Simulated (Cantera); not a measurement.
Charge: 1 mol TiN, a varied amount of C, 0.021 mol N2, equilibrated at 2923.15 K and 14.0 Pa.

Method: chemical equilibrium by Gibbs-energy minimisation in Cantera with the NASA 1993 tables (ideal gas, pure condensed phases). Candidate condensed phases: C, Ti, TiC, TiN; 13 gas species. Kinetics and transport are ignored.

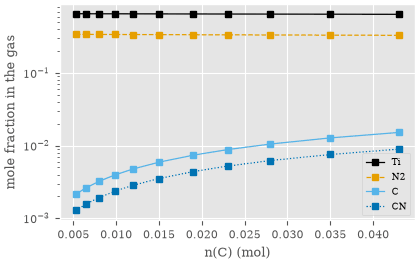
Equilibrium gas composition (values under 1e-9 drawn at 1e-9)

From 0.0053 mol C to 0.043 mol C nothing is condensed. The main Ti-bearing gas is Ti throughout.
